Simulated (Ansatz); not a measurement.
# Response to strain in TiO2

Start from TiO₂ in the anatase structure (space group I4_1/amd, No. 141).

```
TiO2
1.0
   -1.89941     1.89941     4.85035
    1.89941    -1.89941     4.85035
    1.89941     1.89941    -4.85035
Ti O
2 4
Direct
  0.75000   0.25000   0.50000
  0.00000   0.00000   0.00000
  0.54355   0.04355   0.50000
  0.79355   0.79355   0.00000
  0.20645   0.20645   0.00000
  0.95645   0.45645   0.50000
```

Cartesian axes are those of the cell as printed.

Strains are applied to the cell and any free atomic positions relax; under biaxial strain the out-of-plane vector relaxes too.

Level of theory: Kohn–Sham DFT with the PBE functional, run in Ansatz (an electronic-structure program) with PAW and 420 eV plane waves, no SOC.

Notes on the quantities. energy relative to the base: free energy F.

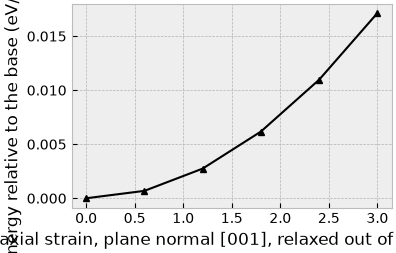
Figure: Energy relative to the base against biaxial strain, plane normal [001], relaxed out of plane

Q: From the plot, what is the energy relative to the base for biaxial strain +1.20 %, plane normal [001], relaxed out of plane?

A: About 0.003 eV/atom.

Q: Is the trend monotonic over the range shown?

A: Yes, it rises throughout, spanning 0 meV/atom to +17 meV/atom.

No phonon test of stability was made. The final runs are not spin-polarised.
